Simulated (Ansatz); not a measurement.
**COSe (SMILES O=C=[Se]) (triplet): density, localisation and related maps**

Input file:

```
crystal:
  periodic: [false, false, false]
  atoms:
    - {symbol: C, position_ang: [1.596676, -0.563025, -0.461396]}
    - {symbol: O, position_ang: [1.625503, -0.806284, 0.674855]}
    - {symbol: Se, position_ang: [-0.093695, -0.209618, -1.484272]}
basis:
  gaussian:
    orbitals: def2-TZVPD
magnetization:
  spin_polarized: true
  initial_magnetization: 2
output: {forces: true, orbitals: {seedname: orbitals}}
hamiltonian:
  xc: pbe0
```

Launched as:

```sh
ansatz run input.yaml --threads 1 --pin off --max-ram 2610MiB --events-out events.jsonl --progress --plain --runs-dir runs
```

Geometry: PBE0-D3(BJ)/def2-SVP.

Computed with Ansatz, isolated molecule in a Gaussian basis; Kohn-Sham density functional theory, functional PBE0.

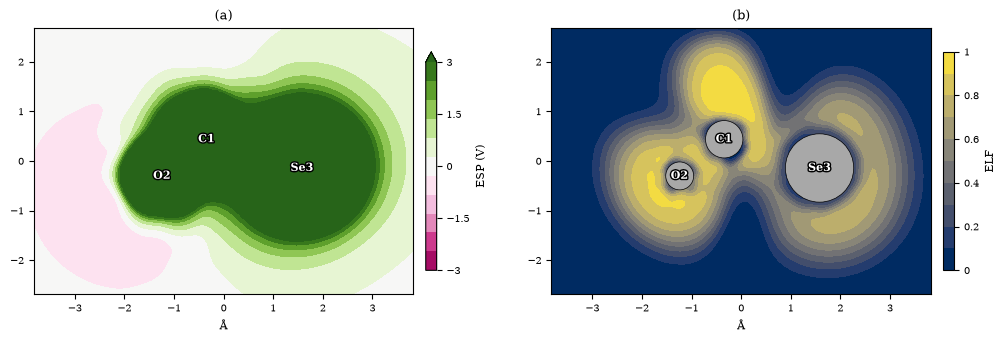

Figure 1. (a) molecular electrostatic potential; (b) electron localisation function on the molecular plane. Grey discs cover the atomic cores in the ELF map.

Question: Interpret the plot.

Answer: The plane passes through C, O and Se nuclei. C–O (1.16 Å): the ELF peaks at about 0.85 between the atoms: a multiple bond. C–Se (2.01 Å): the ELF peaks at about 0.85 between the atoms (localised, covalent bonding). The ELF also peaks beside O2 and C1, away from the bonds: non-bonding electrons, paired or unpaired. Outside the dense part of the molecule the potential is most negative (−0.7 V) near O2.

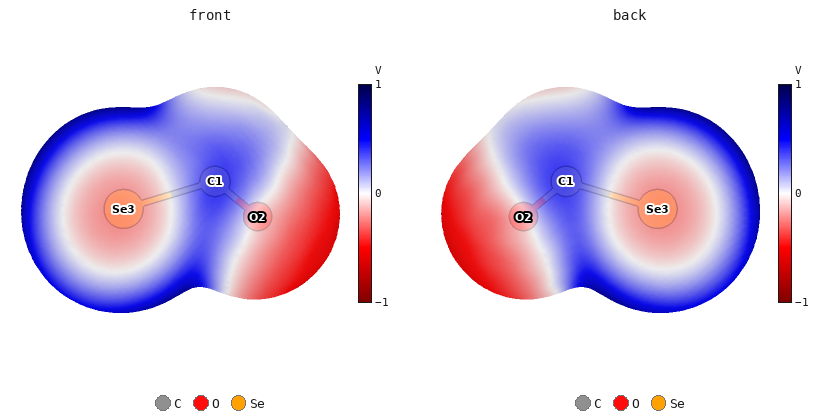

Figure 2. The molecular electrostatic potential painted on the density surface at 0.001 e/bohr³, seen from the front and from behind; the colour scale runs from red (negative) to blue (positive).

Question: Describe the electrostatic potential map.

Answer: The most negative region (about −0.6 V) lies over O2, the most positive (about +0.8 V) over Se3.

Question: What dipole moment does the calculation give?

Answer: Its dipole moment is 1.07 D.

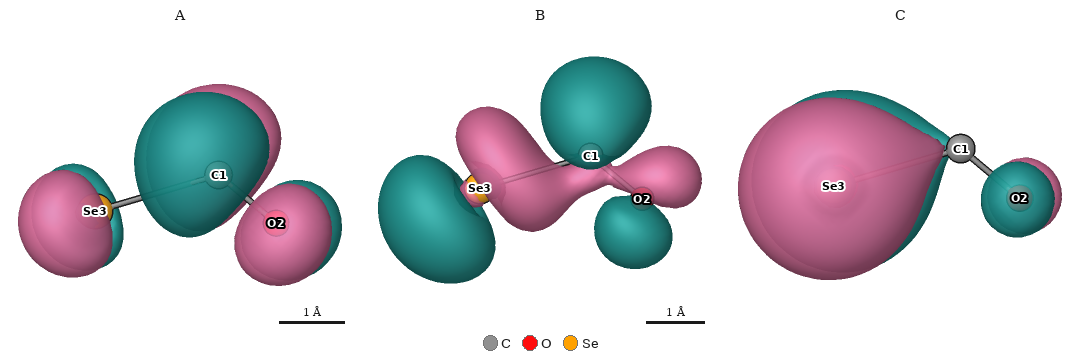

Figure 3. Three frontier orbitals at ±0.1 Å⁻³ᐟ² (teal and pink are the two phases), in no order.

Question: Order the three orbitals by energy and name them. All are α orbitals.

Answer: C is the HOMO−1 (α) (−8.09 eV). Its weight (Hirshfeld) is mainly on Se3 (about 90 %); it changes sign across the molecular plane (π type). B is the HOMO (α) (−6.78 eV). It lies mainly on Se3 (about 40 %), C1 (about 40 %) and O2 (about 20 %); it is symmetric in the molecular plane (an in-plane orbital: σ, lone-pair or in-plane π type). A is the LUMO (α) (−1.27 eV). Its weight (Hirshfeld) is mainly on C1 (about 55 %), O2 (about 30 %) and Se3 (about 20 %); it changes sign across the molecular plane (π type); π-antibonding (a node) across C1–O2 and C1–Se3.

Question: What is the gap between the highest occupied and lowest empty α orbitals?

Answer: 5.51 eV between the orbital energies.
